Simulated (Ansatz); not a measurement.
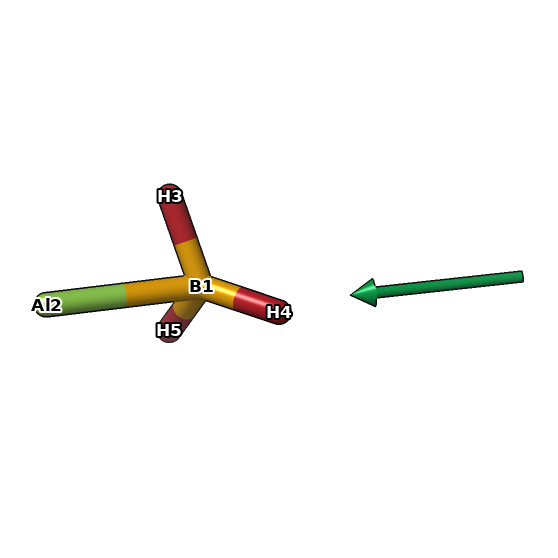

The arrow beside the molecule shows the direction of the dipole moment, from the negative to the positive end (its length means nothing). State: neutral, doublet. The geometry was computed by an optimisation with PBE-D4/def2-SVP. No frequency run is at hand to confirm it as a minimum. Level of theory: UKS PBE-D4/def2-SVP (Ansatz 0.2.0).

**How large is the dipole moment?**

1.68 D; it points from the side of H4 to the side of Al2 (the outermost atoms at the two ends).
